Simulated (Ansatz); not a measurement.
# Profile along the Ca–O line in Ca3GeO (anti-perovskite)

Ca₃GeO (anti-perovskite)

```cif
data_Ca3GeO
_chemical_formula_sum 'Ca3 Ge1 O1'
_space_group_name_H-M_alt 'P 1'
_space_group_IT_number 1
_cell_length_a 4.67028
_cell_length_b 4.67028
_cell_length_c 4.67028
_cell_angle_alpha 90.000
_cell_angle_beta 90.000
_cell_angle_gamma 90.000
loop_
_space_group_symop_operation_xyz
  'x, y, z'
loop_
_atom_site_label
_atom_site_type_symbol
_atom_site_fract_x
_atom_site_fract_y
_atom_site_fract_z
_atom_site_occupancy
Ca1 Ca 0.50000 0.50000 0.00000 1
Ca2 Ca 0.00000 0.50000 0.50000 1
Ca3 Ca 0.50000 0.00000 0.50000 1
Ge1 Ge 0.00000 0.00000 0.00000 1
O1 O 0.50000 0.50000 0.50000 1
```

Fields along a shortest Ca–O line of a {100} plane (2.34 Å), from Ca to O, interpolated on the slice's grid (step about 0.1 Å). Calculation: PBEsol (plane waves to 420 eV, PAW, scalar-relativistic; Ansatz, an electronic-structure program). k mesh 10×10×10. Inside the PAW spheres the values are not all-electron values, and peaks at nuclei hang on which shells count as valence. At this level the bands of Ca3GeO touch or barely overlap. Ca3GeO was relaxed with its symmetry unable to fall.

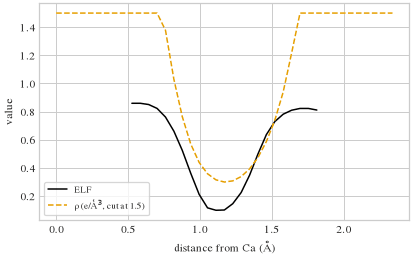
*ELF (away from the nuclei) and valence density from Ca to O.*

Density on the Ca–O line (2.34 Å) at its midpoint: 0.30 e/Å³. ELF at that point: 0.10.
